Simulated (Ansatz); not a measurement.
```xyz
9

B    -0.6364   -0.1588   -0.4218
Si    0.4508    1.0288    0.8105
N    -0.1797   -1.3924   -0.8672
H     0.7069   -1.7767   -0.6104
F    -1.8411    0.2494   -0.8335
H     1.7233    0.3723    1.1945
H     0.7875    2.3128    0.1558
H    -0.2908    1.3387    2.0529
H    -0.7206   -1.9738   -1.4810
```

These are results of Ansatz 0.2.0, UKS BHLYP-D4/6-31G*, not measurements.

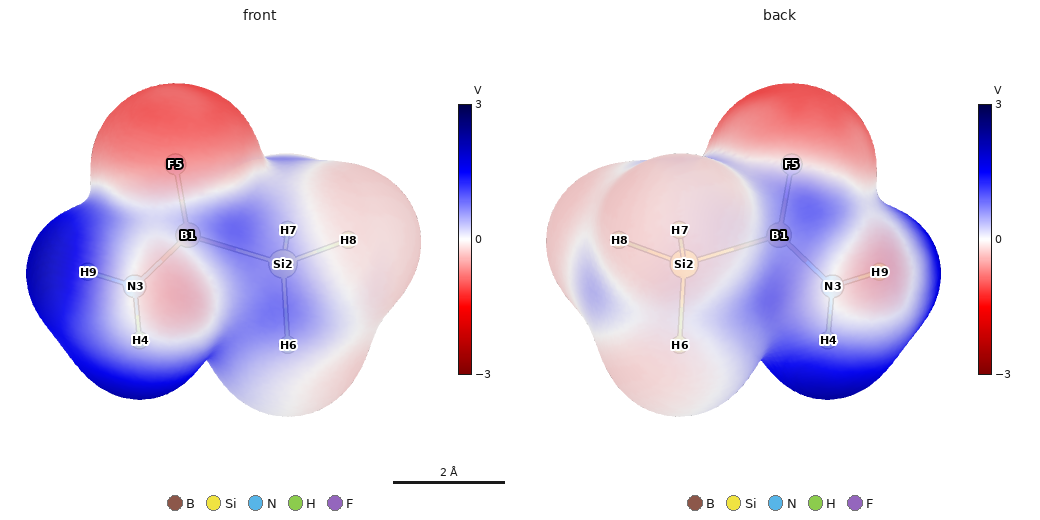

BFH5NSi. The molecular electrostatic potential painted on the density surface at 0.002 e/bohr³, seen from the front and from behind; the colour scale runs from red (negative) to blue (positive).

Q: Where is the surface potential most negative and most positive?

A: The most negative region (about −1.0 V, or −23 kcal/mol for a unit charge) lies over F5, the most positive (about +2.2 V, or +51 kcal/mol for a unit charge) over H4.
